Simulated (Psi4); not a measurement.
# SiBrCl3 (bromotrichlorosilane) at CCSD(T)/cc-pVDZ

Aim: the energy change on altering one bond length of SiBrCl3 (bromotrichlorosilane) at CCSD(T)/cc-pVDZ, from 2 runs. 

The results are computed with Psi4 1.11.

## (1) Starting point

SiBrCl3: 5 atoms, total charge 0, spin state singlet. As SMILES, `Cl[Si](Cl)(Cl)Br`. The coordinates come from a PBE0-D4/def2-TZVP relaxation.

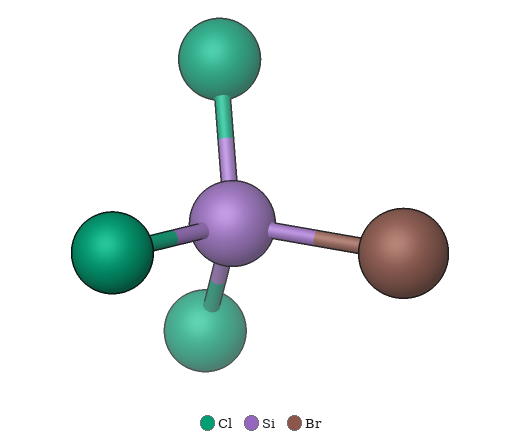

Viewed from a chosen angle; chlorine teal, silicon purple, bromine brown.

## (2) The energy at CCSD(T)/cc-pVDZ

brcl3si.inp reads:

```
memory 1.6 GB

molecule mol {
  Cl
  Si 1 2.023315
  Cl 2 2.023365 1 109.27652
  Cl 2 2.023308 1 109.278 3 119.53035
  Br 2 2.187803 4 109.66423 1 -120.23664
  symmetry c1
  no_reorient
  no_com
}

set {
  puream          true
  e_convergence   1e-09
  d_convergence   1e-08
  scf_type        pk
  num_frozen_docc 29
}

energy('ccsd(t)/cc-pVDZ')
print_variables()
```

Started as:

```
$ psi4 brcl3si.inp brcl3si.out -n 1
```

brcl3si.out:

```text
[...]
  Running in c1 symmetry.
[...]
  Nuclear repulsion =  718.568568850221368
[...]
  Multiplicity = 1
[...]
  Nalpha       = 50
  Nbeta        = 50
[...]
    Number of basis functions: 99
[...]
   @RHF iter   1: -4239.89056319459996   -1.37337e+00   5.63026e-03 ADIIS/DIIS
[...]
   @RHF iter  11: -4240.02809359142702   -8.18545e-12   2.63651e-09 DIIS
[...]
    Orbital Energies [Eh]
    ---------------------
    Doubly Occupied:
       1A   -490.098577     2A   -104.859026     3A   -104.859023
       4A   -104.859017     5A    -68.960031     6A    -65.235483
       7A    -58.592046     8A    -58.591146     9A    -58.591146
      10A    -10.588515    11A    -10.588509    12A    -10.588503
      13A     -9.884020    14A     -8.055617    15A     -8.055614
      16A     -8.055607    17A     -8.052771    18A     -8.052768
      19A     -8.052768    20A     -8.052765    21A     -8.052761
      22A     -8.052758    23A     -7.495775    24A     -7.489148
      25A     -7.489148    26A     -6.294626    27A     -4.401521
      28A     -4.401521    29A     -4.401275    30A     -3.231924
      31A     -3.228676    32A     -3.228676    33A     -3.221354
      34A     -3.221354    35A     -1.172982    36A     -1.123243
[...]
  @RHF Final Energy: -4240.02809359142702
   => Energetics <=
    Nuclear Repulsion Energy =            718.5685688502213679
    One-Electron Energy =               -7321.7312306888325111
    Two-Electron Energy =                2363.1345682471837790
    Total Energy =                      -4240.0280935914270231
[...]
 Multipole Moments:
 ------------------------------------------------------------------------------------
     Multipole            Electronic (a.u.)      Nuclear  (a.u.)        Total (a.u.)
 ------------------------------------------------------------------------------------
 L = 1.  Multiply by 2.5417464519 to convert [e a0] to [Debye]
 Dipole X            :         -9.1957927            9.1416374           -0.0541552
 Dipole Y            :          5.3595204           -5.3278032            0.0317172
 Dipole Z            :          3.8035494           -3.7811579            0.0223915
 Magnitude           :                                                    0.0666345
[...]
      * MP2 total energy                      = -4240.644126204163513
[...]
      * CCSD total energy                     = -4240.685126904711979
[...]
      * CCSD(T) total energy                  = -4240.700692359718232
[...]
```

Run time: 2 min. Hardware: 1 thread of Intel Xeon 6975P-C (Granite Rapids), shared host; peak memory 0.66 GiB.

## (3) The distorted shape

job.py reads:

```python
import psi4

psi4.set_memory(1600000000)
psi4.set_num_threads(1)
psi4.set_output_file('run.log', False)

geom = psi4.geometry("""
0 1
Cl    -5.43753197     2.11841700     3.56931470
Si    -3.81935949     2.44930805     0.12094247
Cl     3.19458201    -2.18868080    -0.11187179
Cl    -6.25540543     1.18867175    -2.54281547
Br    -2.89150396     6.41206373    -0.60603517
units au
symmetry c1
""")

options = {'basis': 'cc-pVDZ', 'reference': 'rhf', 'puream': True, 'e_convergence': 1e-09, 'd_convergence': 1e-08, 'scf_type': 'pk', 'num_frozen_docc': 29}
psi4.set_options(options)

energy_value, wavefunction = psi4.energy("ccsd(t)", return_wfn=True)
print('E =', round(energy_value, 9))
```

Started as:

```
$ python job.py
```

run.log:

```text
[...]
  Running in c1 symmetry.
[...]
  Nuclear repulsion =  612.892779808019554
[...]
  Multiplicity = 1
[...]
  Nalpha       = 50
  Nbeta        = 50
[...]
    Number of basis functions: 99
[...]
   @RHF iter   1: -4239.55983173050481   -1.70311e+00   6.46316e-03 ADIIS/DIIS
[...]
   @RHF iter  17: -4239.80341237772609   -1.36424e-11   7.57054e-09 DIIS
[...]
    Orbital Energies [Eh]
    ---------------------
    Doubly Occupied:
       1A   -490.169505     2A   -104.929650     3A   -104.929649
       4A   -104.723841     5A    -69.041643     6A    -65.305827
       7A    -58.662530     8A    -58.661415     9A    -58.661298
      10A    -10.657726    11A    -10.657721    12A    -10.443256
      13A     -9.953843    14A     -8.124732    15A     -8.124730
      16A     -8.121748    17A     -8.121746    18A     -8.121559
      19A     -8.121558    20A     -7.910137    21A     -7.908016
      22A     -7.908016    23A     -7.566033    24A     -7.558602
      25A     -7.557976    26A     -6.373483    27A     -4.479347
      28A     -4.479108    29A     -4.478825    30A     -3.302485
      31A     -3.299192    32A     -3.298387    33A     -3.290023
      34A     -3.290007    35A     -1.219790    36A     -1.184341
[...]
  @RHF Final Energy: -4239.80341237772609
   => Energetics <=
    Nuclear Repulsion Energy =            612.8927798080195544
    One-Electron Energy =               -7107.3886938541199925
    Two-Electron Energy =                2254.6925016683740068
    Total Energy =                      -4239.8034123777269997
[...]
 Multipole Moments:
 ------------------------------------------------------------------------------------
     Multipole            Electronic (a.u.)      Nuclear  (a.u.)        Total (a.u.)
 ------------------------------------------------------------------------------------
 L = 1.  Multiply by 2.5417464519 to convert [e a0] to [Debye]
 Dipole X            :         -3.0373602           -0.6476375           -3.6849977
 Dipole Y            :         14.6782836          -12.0090282            2.6692554
 Dipole Z            :         -1.8266662            1.9135905            0.0869243
 Magnitude           :                                                    4.5510096
[...]
      * MP2 total energy                      = -4240.451844884812999
[...]
      * CCSD total energy                     = -4240.505166926377569
[...]
      * CCSD(T) total energy                  = -4240.576459819820229
```

Standard output:

```text
E = -4240.57645982
```

It took 2.1 min on 1 thread of Intel Xeon 6975P-C (Granite Rapids), shared host; peak memory 0.66 GiB.

## (4) Summary of results

At CCSD(T)/cc-pVDZ, 29 core orbitals frozen:

| quantity | value |
| --- | --- |
| first shape: total energy | -4240.70069 Eh |
| first shape: HOMO energy (Hartree–Fock orbitals) | -12.11 eV |
| first shape: LUMO energy (Hartree–Fock orbitals) | 3.10 eV |
| first shape: HOMO–LUMO gap (Hartree–Fock orbitals) | 15.21 eV |
| first shape: correlation energy (29 core orbitals frozen) | -672.6 mEh |
| first shape: (T) correction | -15.57 mEh |
| first shape: T1 diagnostic | 0.008 |
| distorted shape: total energy | -4240.57646 Eh |
| distorted shape: HOMO energy (Hartree–Fock orbitals) | -8.28 eV |
| distorted shape: LUMO energy (Hartree–Fock orbitals) | -3.80 eV |
| distorted shape: HOMO–LUMO gap (Hartree–Fock orbitals) | 4.48 eV |
| distorted shape: correlation energy (29 core orbitals frozen) | -773.0 mEh |
| distorted shape: (T) correction | -71.29 mEh |
| distorted shape: T1 diagnostic | 0.068 |
| energy change with the Si2–Cl3 bond stretched from 2.023 to 4.451 Å | 3.381 eV |

In words: One bond (distorted shape) is far stretched, which a spin-restricted single reference describes badly; perturbation theory on it can break down and give far too much correlation. With the Si2–Cl3 bond stretched from 2.023 to 4.451 Å the energy rises by 3.38 eV (78 kcal/mol). The first shape isn't relaxed at this level, so the change isn't measured from a minimum. A restricted reference can't describe the breaking bond well at this length. The triples (first shape) make up 2.3 % of the correlation energy. The T1 diagnostic (distorted shape) of 0.068 is above the customary mark for such species, so a single reference may not serve. The triples (distorted shape) make up 9.2 % of the correlation energy.
